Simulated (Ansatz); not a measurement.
# Free carriers and the phonons of TiO2 (Rutile, P4_2/mnm), part 2 of 3

Aim: how far do free carriers move the optical modes of TiO2 (Rutile, P4_2/mnm)?

Ansatz 0.2.0; DFT LDA, scalar-relativistic, plane waves, PAW; PAW set soft_1.

So far: Set-up; Relaxation. The relaxed cell has a = 4.549, c = 2.917 Å (conventional setting).

### Step 3. Tight relaxation

Phonons need small forces and stress, so the relaxation is finished with tight tolerances on 8×8×12 k points.

The input, input.yaml:

```yaml
crystal:
  lattice:
    - [4.5489689057, 0.0, 0.0]
    - [0.0, 4.5489689057, 0.0]
    - [0.0, 0.0, 2.9174442943]
  atoms:
    - { symbol: O, position: [0.3039442493, 0.3039442493, 0.0] }
    - { symbol: O, position: [0.1960557507, 0.8039442493, 0.5] }
    - { symbol: O, position: [0.6960557507, 0.6960557507, 0.0] }
    - { symbol: O, position: [0.8039442493, 0.1960557507, 0.5] }
    - { symbol: Ti, position: [0.0, 0.0, 0.0] }
    - { symbol: Ti, position: [0.5, 0.5, 0.5] }
kpoints:
  mp_grid: { grid: [8, 8, 12] }
hamiltonian:
  xc: lda
  pseudopotentials: { kind: paw, azcp: { folder: soft_1 }, xc_functional: pbe }
scf:
  occupations: { method: fixed }
output:
  forces: true
  stress: true
  eigenvalues: true
  write_density: true
  write_potential: true
  elf: true
  volumetric_format: npy
relax:
  adjacent_minimum: "off"
  f_tol: 0.001
  max_steps: 60
  cell: { stress_tol: 0.01 }
```

Run with:

```console
> ansatz run input.yaml --threads 8 --pin off --max-ram 16384MiB --backend cpu --events-out ev --progress --plain --runs-dir out
```

Numbers of over 12 decimals in the logs are rounded to 6 here.

The program printed:

```text
[...]
Crystal: 6 atoms, lattice volume = 60.371 Å³
Basis set: ecut = 420 eV, 1161 PW (Γ)
Bands: 30, of which v1, the nominal top of the filled ones, is band 24 counted from 1 (23 counted from 0)
Symmetry: 16 space group operations
[...]
k-points: 105 of 768
[...]
cell:  # Å, volume = 60.3710 Å³
    - [4.5489689057, 0.0, 0.0]
    - [0.0, 4.5489689057, 0.0]
    - [0.0, 0.0, 2.9174442943]
  atoms:
    - { symbol: O, position: [0.303944, 0.303944, 0.0] }
    - { symbol: O, position: [0.196056, 0.8039442493, 0.5] }
    - { symbol: O, position: [0.696056, 0.696056, 0.0] }
    - { symbol: O, position: [0.8039442493, 0.196056, 0.5] }
    - { symbol: Ti, position: [0.0, 0.0, 0.0] }
    - { symbol: Ti, position: [0.5, 0.5, 0.5] }
[key lines of the parts left out:]
SCF converged after 6 iterations
Free energy (F): -7130.418387 eV
Fermi energy:    9.183803 eV
P = ⅓ Tr σ = -0.0049 GPa (-0.049 kbar)
```

It took 2.8 s on 8 threads of Arm Neoverse V2, shared host; peak memory 0.52 GiB; 20 s of CPU time.

Little changed from the start: no atom moved by 0.005 Å and no cell edge by 0.1 %.

Numbers from this step:

- pressure: -0.004935 GPa

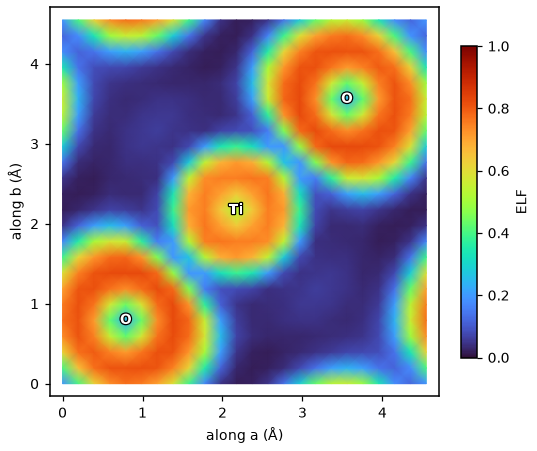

ELF in the ab plane at fractional z = 0.000, with atoms of O and Ti within 0.2 Å of it. It is the smooth field of the valence electrons, not physical close to the nuclei. The map starts off the cell's origin, so that atoms lie inside it.

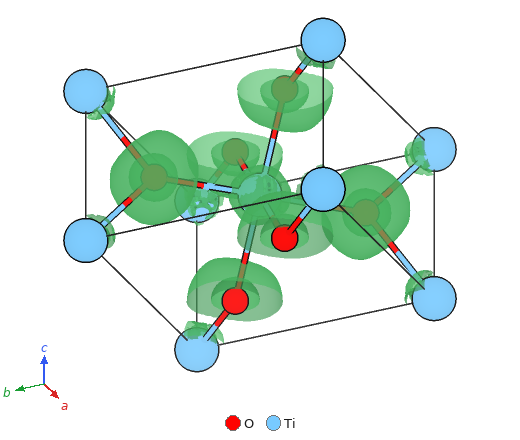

Surface of ELF = 0.75.

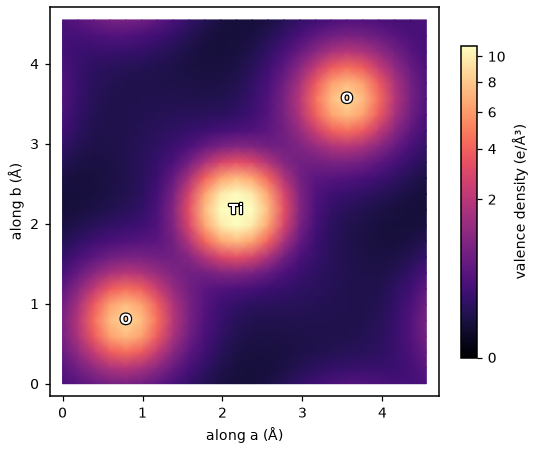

Valence density in the ab plane at fractional z = 0.000, with atoms of O and Ti within 0.2 Å of it. It is the smooth field of the valence electrons, not physical close to the nuclei. The map starts off the cell's origin, so that atoms lie inside it. The colour scale is stretched toward low values.

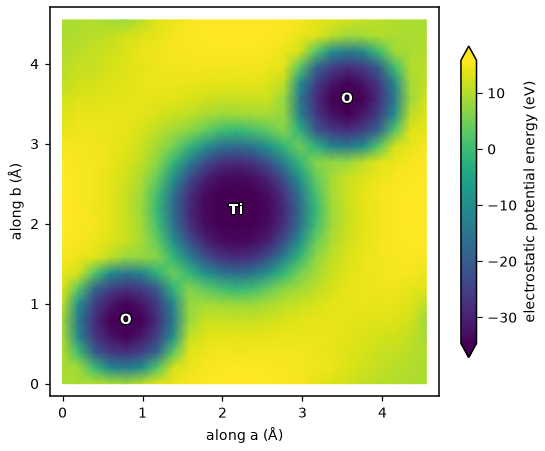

Electrostatic potential energy in the ab plane at fractional z = 0.000, with atoms of O and Ti within 0.2 Å of it. With pseudopotentials it is smooth inside the atoms' cores, unlike the true potential. The map starts off the cell's origin, so that atoms lie inside it.

The largest force component left is 0.010 meV/Å and the pressure is -0.005 GPa, within the tolerances set. The cell now holds 10.06 Å³/atom.

### Step 4. Relaxation of a member: no carriers

The cell of the neutral crystal is kept with no carriers. The bands are sampled on 18×18×25 points with Fermi-Dirac filling of 0.03 eV.

input.yaml, the sections that differ from step 3:

```yaml
kpoints:
  mp_grid: { grid: [18, 18, 25] }
scf:
  occupations: { method: fermi_dirac, width: 0.03 }
output:
  forces: true
  stress: true
  eigenvalues: true
relax:
  adjacent_minimum: "off"
  f_tol: 0.001
  max_steps: 60
# crystal, hamiltonian: as in step 3
```

The program printed:

```text
[...]
--- Relaxed structure (2 steps of the walk, 2 accepted, 0 SCFs on fresh bases) ---
  F+E_penalty+E_count = -7130.41844845 eV   max|allowed force component| = 2.120e-5 eV/Å
  atoms:
    - { symbol: O, position: [0.303944, 0.303944, 0.0] }
    - { symbol: O, position: [0.196056, 0.8039442493, 0.5] }
    - { symbol: O, position: [0.696056, 0.696056, 0.0] }
    - { symbol: O, position: [0.8039442493, 0.196056, 0.5] }
    - { symbol: Ti, position: [0.0, 0.0, 0.0] }
    - { symbol: Ti, position: [0.5, 0.5, 0.5] }
[key lines of the parts left out:]
SCF converged after 7 iterations
Free energy (F): -7130.418448 eV
Fermi energy:    10.111245 eV
P = ⅓ Tr σ = -0.0048 GPa (-0.048 kbar)
```

It took 14 s on 8 threads; peak memory 1.2 GiB; 1.8 min of CPU time.

Hardly anything moved in the relaxation; the energy changed by under 0.2 meV an atom.

The largest force component left is 0.021 meV/Å.

### Step 5. Zone-centre modes of the member: no carriers

Phonons follow from the second derivative of the energy, found here by linear response.

The zone-centre modes follow for no carriers.

input.yaml, as its differences from that of step 4:

```diff
@@ -20,8 +20,4 @@
 output:
-  forces: true
-  stress: true
   eigenvalues: true
-relax:
-  adjacent_minimum: "off"
-  f_tol: 0.001
-  max_steps: 60
+phonons:
+  method: dfpt
```

The program printed:

```text
zone centre: on kpoints.mp_grid the ground state, and the responses unless they are solved on pairs of k-points, stand on 2132 of the mesh's 8100 k-points, reduced under 2 symmetry operations, with k and −k counted as one. Each operation leaves every solved displacement unchanged or reverses it
[...]
Crystal: 6 atoms, lattice volume = 60.371 Å³
Basis set: ecut = 420 eV, 1161 PW (Γ), exchange–correlation on 64×64×40 points (8 copies of the dense FFT grid, shifted against one another)
Bands: 30, of which v1, the nominal top of the filled ones, is band 24 counted from 1 (23 counted from 0)
Symmetry: 16 space group operations
k-points: 2132 of 8100 (irreducible under 2 space group operations, time reversal used)
[...]
SCF iter   1: F=—  HF=-7130.753057 eV  |F-HF|=—  |Δ(HF+E_count)|=         —  Δρ=5.75e-2  dr2=1.86e0  ethr=3.10e-3  ⟨swp⟩=5.9  Hψ=226358  notcnv=0
[...]
SCF iter  10: F=-7130.418452 eV  HF=-7130.418452 eV  |F-HF|=2.73e-12  |Δ(HF+E_count)|=  2.36e-11  Δρ=8.60e-8  dr2=3.43e-12  ethr=1.00e-12  ⟨swp⟩=9.3  Hψ=292169  notcnv=0
SCF 1 converged in 10 iterations: F = -7130.418452 eV  dr2 = 3.43e-12
[...]
DFPT response loops at Γ: preconditioner auto → Resta (q_TF=auto, 2.626 Å⁻¹)  ε∞=5.7 (no band partly filled); β = 1.00, the filter's whole step (`scf.mixing.beta` (0.50) is not read by the response loops at its default; to damp them type it under 1.00, their step now; it binds the ground state too); Broyden in place of MSR1
SCF converged after 10 iterations
Free energy (F): -7130.418452 eV
[...]
Internal energy: -7130.418452 eV  (E = F + TS)
E sigma→0 (E₀):  -7130.418452 eV
Fermi energy:    10.111245 eV
[...]
--- Band table (eV; the first three rows and the last of 2132) ---
  k-point 0: bands = [... 20 lower, 8.5053, 8.7254, 8.7254, 9.1838, 11.0457, 11.3268, 11.6316, 11.7470, ... 2 higher]
  k-point 1: bands = [... 20 lower, 8.4234, 8.6894, 8.6894, 9.1767, 11.0988, 11.3482, 11.6183, 11.7704, ... 2 higher]
  k-point 2: bands = [... 20 lower, 8.2003, 8.5851, 8.5851, 9.1531, 11.2390, 11.4063, 11.5816, 11.8377, ... 2 higher]
  k-point 2131: bands = [... 20 lower, 7.8032, 7.8032, 8.5062, 8.5062, 11.8439, 11.8439, 12.4591, 12.4591, ... 2 higher]
--- Phonons (Γ-DFPT): 4 representative perturbations + reference, on 2132 of 8100 k-points (Σ response iterations 13) ---
  k mesh reduced under 2 symmetry operations, with k and −k counted as one. Each operation leaves every solved displacement unchanged or reverses it
  ASR residual: 4.454e-5 → 0.000e0 eV/Å²; symmetrization residual: 4.923e-6 eV/Å²
  ASR residual per site (eV/Å²): 2.13e-5 2.13e-5 2.13e-5 2.13e-5 4.45e-5 4.45e-5
  Γ frequencies (cm⁻¹): 0.00 0.00 0.00 96.06 121.42 128.91 128.91 136.89 381.28 381.28 390.22 419.29 463.70 463.70 486.49 486.49 610.13 817.90
  non-analytic LO–TO correction: not included (Born effective charges unavailable; polar crystals: no LO–TO splitting at Γ)
```

It took 3.8 min on 8 threads; peak memory 11 GiB; 26 min of CPU time.

Numbers from this step:

```yaml
sum_rule_residual_before_enforcement: 4.45e-5 eV/Å²
point_group: 4/mmm
highest_optical_mode_at_the_zone_centre_no_lo_to_term: 817.9 cm⁻¹
lowest_optical_zone_centre_mode: 96.06 cm⁻¹
```

Without the LO-TO term. Patterns of degenerate modes are one choice out of their space. Modes at Γ, with each element's share of the kinetic energy:

```csv
mode,frequency (cm⁻¹),symmetry,O %,Ti %
1,0.0,acoustic,40,60
2,0.0,acoustic,40,60
3,0.0,acoustic,40,60
4,96.1,B1u,1,99
5,121.4,A2u,60,40
6,128.9,Eu,57,43
7,128.9,Eu,57,43
8,136.9,B1g,100,0
9,381.3,Eu,51,49
10,381.3,Eu,51,49
11,390.2,B1u,99,1
12,419.3,A2g,100,0
13,463.7,Eg,100,0
14,463.7,Eg,100,0
15,486.5,Eu,52,48
16,486.5,Eu,52,48
17,610.1,A1g,100,0
18,817.9,B2g,100,0
```

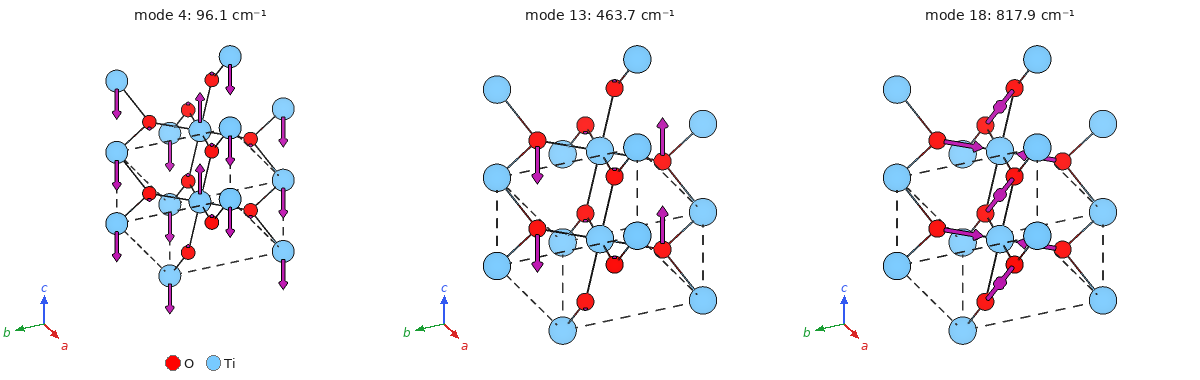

Displacement patterns of modes 4, 13 and 18 at Γ; arrows are exaggerated. 1×1×2 cells are drawn. Some periodic images of atoms are drawn too.

Without the LO-TO term the lowest optical mode is real, 96.1 cm⁻¹, and the highest lies at 817.9 cm⁻¹.

### Step 6. A member of the series: 15 × 10²⁰ electrons per cm³

The cell of the neutral crystal is kept with 15 × 10²⁰ electrons per cm³, balanced by a uniform background. The bands are sampled on 18×18×25 points with Fermi-Dirac filling of 0.03 eV.

input.yaml, as its differences from that of step 5:

```diff
@@ -12,2 +12,3 @@
     - { symbol: Ti, position: [0.5, 0.5, 0.5] }
+total_charge: -0.090557
 kpoints:
@@ -20,4 +21,8 @@
 output:
+  forces: true
+  stress: true
   eigenvalues: true
-phonons:
-  method: dfpt
+relax:
+  adjacent_minimum: "off"
+  f_tol: 0.001
+  max_steps: 60
```

The program printed:

```text
[...]
Crystal: 6 atoms, lattice volume = 60.371 Å³
Basis set: ecut = 420 eV, 1161 PW (Γ)
Bands: 31, of which v1, the nominal top of the filled ones, is band 24 counted from 1 (23 counted from 0)
Symmetry: 16 space group operations
[...]
k-points: 715 of 8100
[...]
--- Relaxed structure (4 steps of the walk, 4 accepted, 0 SCFs on fresh bases) ---
  F+E_penalty+E_count = -7129.41042672 eV   max|allowed force component| = 4.095e-5 eV/Å
  atoms:
    - { symbol: O, position: [0.303602, 0.303602, 0.0] }
    - { symbol: O, position: [0.196398, 0.803602, 0.5] }
    - { symbol: O, position: [0.696398, 0.696398, 0.0] }
    - { symbol: O, position: [0.803602, 0.196398, 0.5] }
    - { symbol: Ti, position: [0, 0, 0.0] }
    - { symbol: Ti, position: [0.5, 0.5, 0.5] }
[key lines of the parts left out:]
SCF converged after 6 iterations
Free energy (F): -7129.410427 eV
Fermi energy:    11.205774 eV
P = ⅓ Tr σ = -0.5841 GPa (-5.841 kbar)
```

Wall time 32 s (8 threads); peak memory 1.2 GiB.

Hardly anything moved in the relaxation; the energy changed by under 0.2 meV an atom.

The largest force component left is 0.041 meV/Å.

### Step 7. Modes of this member: 15 × 10²⁰ electrons per cm³

The zone-centre modes follow for 15 × 10²⁰ electrons per cm³.

input.yaml, the sections that differ from step 6:

```yaml
crystal:
  lattice:
    - [4.5489689057, 0.0, 0.0]
    - [0.0, 4.5489689057, 0.0]
    - [0.0, 0.0, 2.9174442943]
  atoms:
    - { symbol: O, position: [0.3036018313, 0.3036018313, 0.0] }
    - { symbol: O, position: [0.1963981687, 0.8036018313, 0.5] }
    - { symbol: O, position: [0.6963981687, 0.6963981687, 0.0] }
    - { symbol: O, position: [0.8036018313, 0.1963981687, 0.5] }
    - { symbol: Ti, position: [0.0, 0.0, 0.0] }
    - { symbol: Ti, position: [0.5, 0.5, 0.5] }
output:
  eigenvalues: true
phonons:
  method: dfpt
# total_charge, kpoints, hamiltonian, scf: as in step 6
# relax: removed
```

The program printed:

```text
[...]
Crystal: 6 atoms, lattice volume = 60.371 Å³
Basis set: ecut = 420 eV, 1161 PW (Γ), exchange–correlation on 64×64×40 points (8 copies of the dense FFT grid, shifted against one another)
Bands: 31, of which v1, the nominal top of the filled ones, is band 24 counted from 1 (23 counted from 0)
Symmetry: 16 space group operations
k-points: 2132 of 8100 (irreducible under 2 space group operations, time reversal used)
[...]
k-point 2: bands = [... 20 lower, 8.2131, 8.5940, 8.5940, 9.1628, 11.3005, 11.4475, 11.6434, 11.8998, ... 3 higher]
  k-point 2131: bands = [... 20 lower, 7.8052, 7.8052, 8.5196, 8.5196, 11.9102, 11.9102, 12.5042, 12.5042, ... 3 higher]
[...]
ASR residual: 1.683e-4 → 0.000e0 eV/Å²; symmetrization residual: 2.309e-6 eV/Å²
  ASR residual per site (eV/Å²): 2.73e-5 2.73e-5 2.73e-5 2.73e-5 1.68e-4 1.68e-4
[...]
[key lines of the parts left out:]
SCF converged after 11 iterations
Free energy (F): -7129.410431 eV
Fermi energy:    11.205774 eV
```

Run time: 4.5 min. Hardware: 8 threads; peak memory 11 GiB.

Numbers from this step:

```yaml
sum_rule_residual_before_enforcement: 1.68e-4 eV/Å²
highest_optical_mode_at_the_zone_centre_no_lo_to_term: 762.5 cm⁻¹
lowest_optical_zone_centre_mode: 114.0 cm⁻¹
```

Without the LO-TO term. Patterns of degenerate modes are one choice out of their space. The modes at Γ (shares of kinetic energy by element, %):

```csv
mode,frequency (cm⁻¹),symmetry,O %,Ti %
1,0.0,acoustic,40,60
2,0.0,acoustic,40,60
3,0.0,acoustic,40,60
4,114.0,B1u,2,98
5,133.1,B1g,100,0
6,173.9,A2u,60,40
7,177.3,Eu,58,42
8,177.3,Eu,58,42
9,386.0,Eu,46,54
10,386.0,Eu,46,54
11,400.1,B1u,98,2
12,416.6,A2g,100,0
13,463.1,Eg,100,0
14,463.1,Eg,100,0
15,495.1,Eu,56,44
16,495.1,Eu,56,44
17,589.8,A1g,100,0
18,762.5,B2g,100,0
```

Without the LO-TO term the lowest optical mode is real, 114 cm⁻¹, and the highest lies at 762.5 cm⁻¹.

For the highest optical mode at the zone centre (no LO-TO term), step 5 gave 818 cm⁻¹; this run, with carriers 15 × 10²⁰ cm⁻³, gives 763 cm⁻¹ (-7 %).

[end of part 2 of 3]

[Logs are printed without paths, hosts, clocks, repeated set-up lines and the standing remarks that a program may print on its own settings, such as how far it seeks lower states.]

[Hosts, paths, dates, database ids (printed as entryN), source tags and the programs' standing remarks are cut or masked in the printed files.]
